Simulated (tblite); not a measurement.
# C7H11: geometry relaxation (part 4 of 4)

The same run, continued: C7H11, multiplicity 2, SMILES [CH2]CCCC=C=C; GFN2-xTB geometry optimisation, gas phase (tblite 0.8.0). It belongs to a series of runs on one base structure; here: H removed from sp3 C.

Geometry of the input (Å):
```
C  -3.0640  0.7272  -0.4272
C  -1.6582  0.5288  0.0425
C  -1.0550  -0.7859  -0.3872
C  0.3527  -0.8961  0.1230
C  1.2009  0.1797  -0.3623
C  2.4475  0.1606  -0.0092
C  3.6980  0.1259  0.3652
H  -3.7221  0.5305  0.4692
H  -3.2127  1.7542  -0.7900
H  -1.6003  0.5369  1.1793
H  -0.9823  1.3387  -0.2860
H  -1.6299  -1.6389  0.0280
H  -1.1009  -0.9005  -1.4883
H  0.3337  -0.9716  1.2440
H  0.7743  -1.8749  -0.2153
H  0.8993  0.9928  -0.9924
H  3.9459  0.6282  1.2729
H  4.3642  -0.4293  -0.2765
```

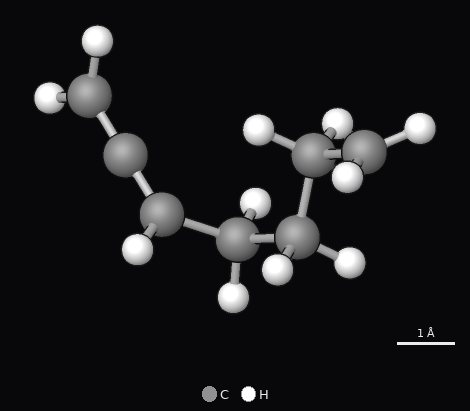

The geometry at step 136 of the log (ball-and-stick view, seen at an oblique angle).

Trajectory as extended XYZ, continued:
```
18
Properties=species:S:1:pos:R:3:forces:R:3 step=119 energy=-556.09214
C    -2.6136    1.1928    0.0567    0.0040  -0.0140  -0.0360
C    -1.3602    0.5133    0.4145   -0.0300   0.0280   0.0280
C    -1.1347   -0.7696   -0.4154   -0.0110   0.0400  -0.0010
C     0.2706   -1.3363   -0.2086   -0.0080   0.0270  -0.0010
C     1.3056   -0.4157   -0.7938    0.0820  -0.0170   0.0050
C     2.2653    0.1356   -0.1158   -0.0470  -0.0250   0.0060
C     3.2103    0.6767    0.5844   -0.0160   0.0080   0.0170
H    -3.4412    1.2465    0.7349    0.0040  -0.0010   0.0220
H    -2.7587    1.5495   -0.9459    0.0120  -0.0010   0.0170
H    -1.3502    0.2597    1.4744   -0.0090  -0.0300   0.0560
H    -0.5011    1.1696    0.2242    0.0190   0.0180  -0.0710
H    -1.8820   -1.5114   -0.1286    0.0000  -0.0170  -0.0130
H    -1.2765   -0.5342   -1.4718   -0.0260  -0.0200  -0.0230
H     0.4601   -1.4812    0.8566    0.0160   0.0010  -0.0050
H     0.3340   -2.3115   -0.7024    0.0220   0.0370  -0.0120
H     1.2102   -0.2132   -1.8552   -0.0030  -0.0170   0.0480
H     3.0809    1.6313    1.0722    0.0050  -0.0180  -0.0220
H     4.1723    0.2043    0.7095   -0.0130   0.0010  -0.0150
18
Properties=species:S:1:pos:R:3:forces:R:3 step=123 energy=-556.09481
C    -2.6163    1.1924    0.0825   -0.0270  -0.0200   0.0330
C    -1.3502    0.5219    0.4089    0.0180  -0.0090  -0.0110
C    -1.1351   -0.7577   -0.4310    0.0050  -0.0080  -0.0020
C     0.2628   -1.3460   -0.2188   -0.0030  -0.0060  -0.0030
C     1.3250   -0.4503   -0.7910    0.0060   0.0120   0.0020
C     2.2584    0.1261   -0.0989    0.0060  -0.0080   0.0060
C     3.1919    0.6947    0.5945   -0.0130  -0.0160   0.0000
H    -3.4235    1.2537    0.7867    0.0430  -0.0060  -0.0240
H    -2.7849    1.5467   -0.9162   -0.0130   0.0120  -0.0070
H    -1.3098    0.2625    1.4685    0.0040   0.0140  -0.0140
H    -0.5020    1.1858    0.1875   -0.0070  -0.0210   0.0000
H    -1.8906   -1.4971   -0.1545    0.0180   0.0200   0.0020
H    -1.2719   -0.5174   -1.4880   -0.0010  -0.0020   0.0150
H     0.4435   -1.5050    0.8463   -0.0060   0.0250  -0.0090
H     0.3162   -2.3177   -0.7200   -0.0080   0.0150  -0.0080
H     1.2724   -0.2800   -1.8602   -0.0160  -0.0170   0.0110
H     3.0583    1.6718    1.0308    0.0010   0.0120   0.0160
H     4.1470    0.2219    0.7627   -0.0070   0.0020  -0.0080
18
Properties=species:S:1:pos:R:3:forces:R:3 step=126 energy=-556.09539
C    -2.6060    1.1926    0.0896    0.0070   0.0050  -0.0030
C    -1.3377    0.5200    0.4037   -0.0170   0.0070  -0.0040
C    -1.1338   -0.7594   -0.4367   -0.0040   0.0060   0.0010
C     0.2596   -1.3550   -0.2234    0.0080   0.0070  -0.0060
C     1.3246   -0.4608   -0.7916    0.0100  -0.0010  -0.0020
C     2.2491    0.1258   -0.0966   -0.0120  -0.0010   0.0000
C     3.1726    0.7060    0.5999    0.0150   0.0070   0.0140
H    -3.3974    1.2687    0.8079    0.0020  -0.0040   0.0040
H    -2.7869    1.5518   -0.9059    0.0020  -0.0060   0.0100
H    -1.2900    0.2615    1.4631    0.0070   0.0080  -0.0050
H    -0.4887    1.1795    0.1758    0.0010   0.0040  -0.0050
H    -1.8950   -1.4912   -0.1600    0.0030  -0.0150   0.0100
H    -1.2703   -0.5170   -1.4926    0.0020   0.0000  -0.0080
H     0.4367   -1.5148    0.8415    0.0000   0.0090   0.0090
H     0.3113   -2.3238   -0.7278   -0.0080  -0.0190  -0.0090
H     1.2809   -0.3038   -1.8626   -0.0100   0.0040  -0.0100
H     3.0324    1.6858    1.0293   -0.0070  -0.0030   0.0000
H     4.1297    0.2406    0.7761    0.0010  -0.0050   0.0040
18
Properties=species:S:1:pos:R:3:forces:R:3 step=130 energy=-556.09555
C    -2.6012    1.1951    0.0974   -0.0020   0.0020  -0.0020
C    -1.3320    0.5205    0.4002    0.0110   0.0000  -0.0010
C    -1.1330   -0.7587   -0.4419    0.0020  -0.0040   0.0020
C     0.2584   -1.3600   -0.2271   -0.0050  -0.0040   0.0030
C     1.3279   -0.4700   -0.7932   -0.0140  -0.0050  -0.0060
C     2.2445    0.1240   -0.0944    0.0100   0.0020   0.0010
C     3.1622    0.7117    0.6038    0.0040   0.0010   0.0030
H    -3.3850    1.2762    0.8234    0.0000  -0.0050   0.0060
H    -2.7902    1.5524   -0.8966   -0.0060   0.0020  -0.0090
H    -1.2756    0.2618    1.4589    0.0040   0.0030   0.0010
H    -0.4839    1.1796    0.1668   -0.0020   0.0020  -0.0060
H    -1.8958   -1.4894   -0.1653    0.0050   0.0000   0.0020
H    -1.2670   -0.5156   -1.4983   -0.0040   0.0000   0.0050
H     0.4321   -1.5182    0.8389    0.0030  -0.0010  -0.0040
H     0.3054   -2.3301   -0.7311   -0.0010   0.0040   0.0050
H     1.2897   -0.3186   -1.8650   -0.0010   0.0050  -0.0140
H     3.0147    1.6943    1.0236   -0.0020   0.0040   0.0090
H     4.1198    0.2512    0.7896   -0.0010  -0.0050   0.0060
18
Properties=species:S:1:pos:R:3:forces:R:3 step=133 energy=-556.09570
C    -2.6001    1.1956    0.0961   -0.0080   0.0010   0.0050
C    -1.3301    0.5212    0.3967   -0.0020   0.0050  -0.0010
C    -1.1341   -0.7610   -0.4406    0.0040  -0.0110  -0.0010
C     0.2579   -1.3610   -0.2281    0.0050   0.0050   0.0030
C     1.3263   -0.4681   -0.7919    0.0030  -0.0010  -0.0060
C     2.2446    0.1237   -0.0928    0.0000  -0.0060  -0.0020
C     3.1623    0.7114    0.6058   -0.0140  -0.0070  -0.0080
H    -3.3813    1.2756    0.8252    0.0010  -0.0020  -0.0040
H    -2.7917    1.5549   -0.8971   -0.0010  -0.0060   0.0050
H    -1.2693    0.2666    1.4561    0.0020   0.0050   0.0040
H    -0.4833    1.1787    0.1566    0.0110   0.0120  -0.0050
H    -1.8933   -1.4928   -0.1578   -0.0110   0.0060  -0.0010
H    -1.2730   -0.5209   -1.4969   -0.0020  -0.0090   0.0000
H     0.4317   -1.5209    0.8378    0.0040  -0.0030  -0.0050
H     0.3045   -2.3304   -0.7338    0.0070   0.0090   0.0050
H     1.2865   -0.3120   -1.8633   -0.0010   0.0010  -0.0080
H     3.0127    1.6927    1.0271   -0.0030   0.0130   0.0150
H     4.1209    0.2532    0.7906    0.0050  -0.0120   0.0020
18
Properties=species:S:1:pos:R:3:forces:R:3 step=136 energy=-556.09590
C    -2.6047    1.1932    0.0928    0.0090  -0.0040  -0.0020
C    -1.3310    0.5241    0.3909   -0.0010   0.0080   0.0000
C    -1.1344   -0.7644   -0.4375    0.0000   0.0070  -0.0030
C     0.2594   -1.3597   -0.2261    0.0120   0.0040  -0.0070
C     1.3248   -0.4632   -0.7904    0.0050   0.0070  -0.0090
C     2.2483    0.1224   -0.0927   -0.0270  -0.0040  -0.0070
C     3.1665    0.7071    0.6072    0.0050  -0.0010   0.0100
H    -3.3827    1.2700    0.8249   -0.0200   0.0000   0.0040
H    -2.7982    1.5594   -0.8977    0.0010  -0.0140   0.0100
H    -1.2639    0.2770    1.4520    0.0030   0.0090  -0.0060
H    -0.4889    1.1843    0.1408    0.0110  -0.0040   0.0000
H    -1.8907   -1.4966   -0.1480   -0.0120   0.0120   0.0020
H    -1.2762   -0.5320   -1.4949   -0.0080  -0.0060  -0.0060
H     0.4349   -1.5224    0.8387    0.0070   0.0050   0.0060
H     0.3073   -2.3275   -0.7336    0.0110  -0.0070  -0.0020
H     1.2781   -0.2988   -1.8606    0.0000  -0.0050   0.0030
H     3.0161    1.6845    1.0387   -0.0020  -0.0020   0.0020
H     4.1266    0.2491    0.7853    0.0030  -0.0060   0.0020
18
Properties=species:S:1:pos:R:3:forces:R:3 step=140 energy=-556.09647
C    -2.6232    1.1844    0.0908    0.0060   0.0010  -0.0170
C    -1.3364    0.5357    0.3771    0.0090  -0.0090  -0.0060
C    -1.1341   -0.7638   -0.4364   -0.0180   0.0140   0.0090
C     0.2647   -1.3473   -0.2210   -0.0340  -0.0020   0.0000
C     1.3250   -0.4482   -0.7892   -0.0030  -0.0050   0.0110
C     2.2563    0.1226   -0.0900    0.0040   0.0270  -0.0130
C     3.1848    0.6895    0.6113    0.0030  -0.0140   0.0140
H    -3.4039    1.2381    0.8224   -0.0010  -0.0150   0.0240
H    -2.8308    1.5545   -0.8950    0.0150  -0.0120  -0.0140
H    -1.2524    0.3019    1.4402    0.0090   0.0070  -0.0090
H    -0.5048    1.2023    0.1070   -0.0190  -0.0180   0.0040
H    -1.8844   -1.4978   -0.1347   -0.0050   0.0200   0.0150
H    -1.2849   -0.5488   -1.4967    0.0140   0.0070   0.0080
H     0.4410   -1.5024    0.8453    0.0030   0.0090  -0.0090
H     0.3182   -2.3190   -0.7209    0.0140  -0.0040  -0.0090
H     1.2682   -0.2731   -1.8567    0.0060  -0.0010  -0.0040
H     3.0479    1.6614    1.0597   -0.0030  -0.0120  -0.0060
H     4.1401    0.2163    0.7768    0.0020   0.0070   0.0010
18
Properties=species:S:1:pos:R:3:forces:R:3 step=143 energy=-556.09725
C    -2.6377    1.1747    0.0900    0.0030   0.0090  -0.0070
C    -1.3336    0.5520    0.3554   -0.0090  -0.0100  -0.0010
C    -1.1374   -0.7623   -0.4342    0.0050  -0.0240  -0.0010
C     0.2640   -1.3390   -0.2184    0.0050   0.0090   0.0040
C     1.3223   -0.4345   -0.7839    0.0130  -0.0030   0.0140
C     2.2599    0.1251   -0.0834    0.0160   0.0050  -0.0010
C     3.1977    0.6711    0.6230   -0.0260  -0.0070  -0.0200
H    -3.4114    1.1956    0.8311    0.0010  -0.0090   0.0090
H    -2.8688    1.5423   -0.8918    0.0150  -0.0140  -0.0010
H    -1.2178    0.3409    1.4198    0.0030   0.0060   0.0070
H    -0.5189    1.2209    0.0484   -0.0040   0.0140   0.0000
H    -1.8832   -1.4907   -0.1103   -0.0130   0.0050   0.0110
H    -1.2987   -0.5676   -1.4965    0.0150   0.0030  -0.0040
H     0.4422   -1.4885    0.8485   -0.0090  -0.0040  -0.0100
H     0.3272   -2.3129   -0.7151   -0.0070   0.0300   0.0000
H     1.2620   -0.2471   -1.8490   -0.0060  -0.0020  -0.0060
H     3.0726    1.6384    1.0849    0.0020  -0.0180  -0.0010
H     4.1509    0.1878    0.7713   -0.0050   0.0080   0.0080
18
Properties=species:S:1:pos:R:3:forces:R:3 step=147 energy=-556.09764
C    -2.6465    1.1691    0.0911    0.0010  -0.0070   0.0000
C    -1.3324    0.5634    0.3451    0.0080   0.0090   0.0010
C    -1.1364   -0.7587   -0.4328   -0.0020   0.0130   0.0020
C     0.2646   -1.3342   -0.2146   -0.0070   0.0000   0.0020
C     1.3234   -0.4314   -0.7812   -0.0120   0.0080  -0.0080
C     2.2650    0.1217   -0.0819    0.0060   0.0010   0.0000
C     3.2047    0.6599    0.6267    0.0110   0.0020   0.0000
H    -3.4170    1.1647    0.8360   -0.0060   0.0020  -0.0040
H    -2.8904    1.5280   -0.8908    0.0020  -0.0070   0.0070
H    -1.1978    0.3675    1.4105   -0.0030  -0.0050  -0.0040
H    -0.5316    1.2396    0.0185    0.0060  -0.0040  -0.0030
H    -1.8857   -1.4810   -0.1021    0.0120  -0.0010   0.0020
H    -1.2960   -0.5713   -1.4968    0.0010  -0.0040   0.0020
H     0.4424   -1.4843    0.8519   -0.0050   0.0020   0.0040
H     0.3272   -2.3075   -0.7109   -0.0040   0.0030  -0.0090
H     1.2579   -0.2364   -1.8449   -0.0050  -0.0110  -0.0010
H     3.0829    1.6240    1.0955    0.0020  -0.0080   0.0020
H     4.1569    0.1732    0.7703   -0.0030   0.0080   0.0070
18
Properties=species:S:1:pos:R:3:forces:R:3 step=150 energy=-556.09776
C    -2.6441    1.1692    0.0940   -0.0060   0.0000   0.0050
C    -1.3287    0.5656    0.3454   -0.0030   0.0020   0.0010
C    -1.1363   -0.7558   -0.4338    0.0020   0.0040   0.0030
C     0.2632   -1.3345   -0.2156   -0.0020   0.0020   0.0000
C     1.3237   -0.4338   -0.7824    0.0030   0.0010   0.0050
C     2.2656    0.1193   -0.0831    0.0010   0.0030  -0.0040
C     3.2025    0.6612    0.6268   -0.0050  -0.0060   0.0040
H    -3.4149    1.1630    0.8388    0.0020   0.0010  -0.0010
H    -2.8916    1.5212   -0.8891   -0.0010   0.0020  -0.0050
H    -1.1918    0.3687    1.4100   -0.0010  -0.0030   0.0050
H    -0.5282    1.2411    0.0172    0.0010   0.0010  -0.0030
H    -1.8863   -1.4775   -0.1035    0.0070   0.0030   0.0020
H    -1.2958   -0.5671   -1.4976    0.0020  -0.0050   0.0030
H     0.4402   -1.4852    0.8510   -0.0040   0.0000  -0.0010
H     0.3225   -2.3072   -0.7131    0.0020  -0.0020  -0.0050
H     1.2596   -0.2445   -1.8470    0.0020  -0.0020  -0.0050
H     3.0774    1.6260    1.0929   -0.0020   0.0000  -0.0010
H     4.1544    0.1768    0.7789    0.0010  -0.0010  -0.0020
```

Results in brief:

| quantity | value |
| --- | --- |
| outcome | converged |
| total energy | −556.0978 eV |
| hardware | 1 CPU thread, shared host |
| wall time | 0.66 s |
| peak memory | 0.18 GiB |
